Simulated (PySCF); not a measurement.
F2 (charge −1, doublet)

```xyz
2

F     0.0000    0.0000   -1.0055
F     0.0000    0.0000    1.0055
```

The calculation used PBE0/def2-TZVPPD, non-relativistic Hamiltonian with scalar-relativistic core potentials where named, at a bond length of 2.011 Å (PySCF).

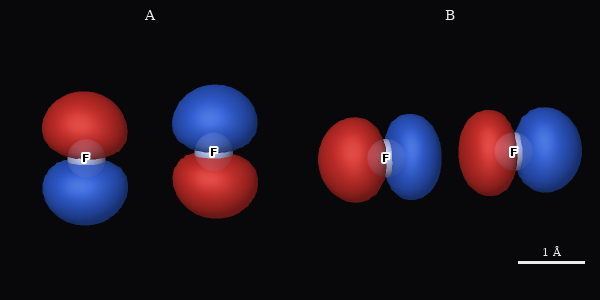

Figure 1. Two frontier α-spin orbitals, each drawn at the value that holds 80 % of its norm (blue and red are the two phases), in no order; of a degenerate pair one member is drawn.

Q: Name the orbitals and rank them from lowest to highest energy.

A: Orbital B: σu, occupied in this spin, −2.96 eV; antibonding, with a node between the atoms.
Orbital A: πg, occupied in this spin, −2.88 eV; antibonding, with a node between the atoms.

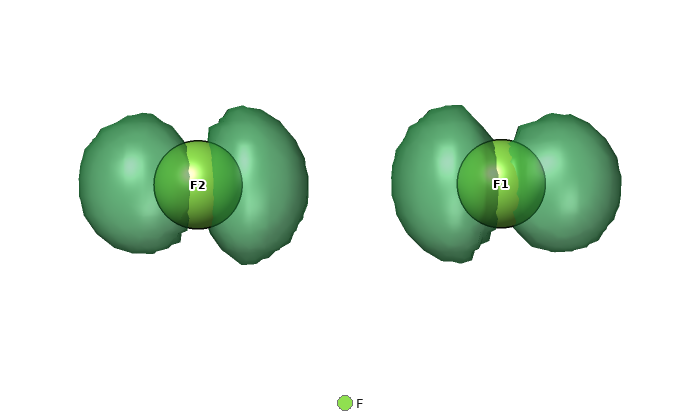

Figure 2. Isosurfaces of the spin density at +0.15 (green) and −0.15 e/Å³ (red), seen from one side.

Q: Describe the spin distribution.

A: The unpaired spin (1 electron) lies mostly on F1 (about 0.5) and F2 (about 0.5), in electrons by Hirshfeld's partition. Only one sign reaches the isovalue.

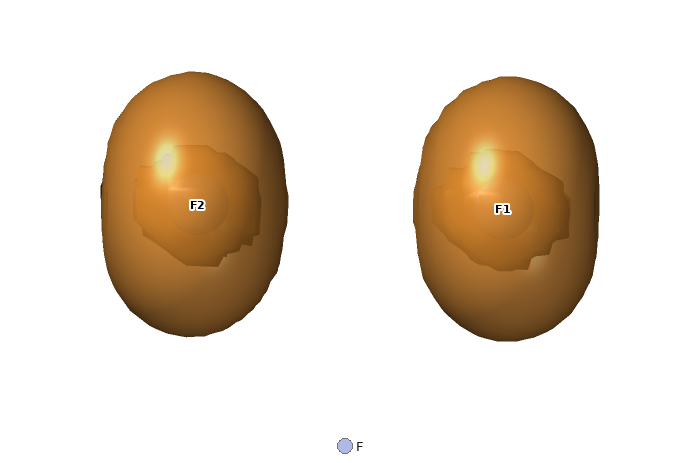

Figure 3. Isosurface of the ELF at 0.75 (orange), seen from one side. Only the valence region is drawn (cores and ρ < 0.01 e/Å³ removed).

Q: What do the ELF domains correspond to?

A: At this value the surface marks out two regions wrapped around F (the valence shell of each).


F–F (2.01 Å): the ELF peaks at about 0.85 in the valence shell of F, 0.5 Å from its nucleus, and drops to about 0.15 between the two atoms.
